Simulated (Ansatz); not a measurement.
# Ligand exchange: HBr + SnHBr3 → H2 + SnBr4

Species: HBr (hydrogen bromide), singlet; SnHBr3 `[Br][SnH]([Br])[Br]`, singlet; H2 (hydrogen), singlet; SnBr4 (stannic bromide) `[Br][Sn]([Br])([Br])[Br]`, singlet. The partners trade Br for H: H–Br and Sn–H bonds give way to H–H and Sn–Br.

Shapes, held fixed at every level: PBE0-D4/def2-TZVP. Programs: Ansatz 0.2.0. The zero-point and thermal change to 298 K, harmonic and unscaled (PBE0-D4/def2-TZVP), is -1.1 kJ/mol.

| level | kind | ΔH(298 K) (kJ/mol) | less CCSD(T)/def2-TZVPP | CPU time (sum over the molecules) |
| --- | --- | --- | --- | --- |
| PBE-D4/def2-TZVPP | GGA | -78.8 | -8.7 | 65 s |
| B3LYP-D4/def2-TZVPP | global hybrid | -80.8 | -10.7 | 2.4 min |
| BHLYP-D4/def2-TZVPP | global hybrid | -80.2 | -10.1 | 1.7 min |
| PBE0-D4/def2-TZVPP | global hybrid | -76.3 | -6.2 | 83 s |
| wB97M-V/def2-TZVPP | range-separated hybrid | -73.6 | -3.5 | 5 min |
| wB97X-V/def2-TZVPP | range-separated hybrid | -72.1 | -2.0 | 3 min |
| MP2/def2-TZVPP | perturbation theory | -83.5 | -13.4 | – |
| CCSD(T)/def2-TZVPP | coupled cluster or CI | -70.1 | 0.0 | 24 min |

The highest level, CCSD(T)/def2-TZVPP, gives ΔH(298 K) = -70.1 kJ/mol; the levels span -83.5 to -70.1. The column of differences is taken from that level and isn't an error. No measured value is set beside it here. For atoms past krypton def2 sets carry core potentials with scalar relativity. Relativity is left out for Br. Outer-core shells of Br, Sn are correlated in most correlated rows, in sets that cover them unevenly. Times are processor times on shared x86 and Arm servers, and rough.

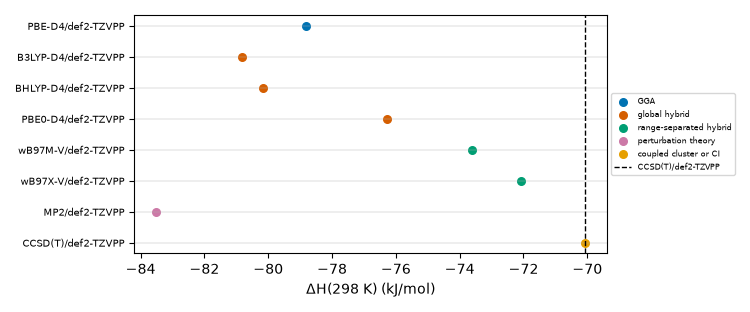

The values of the table, level by level.
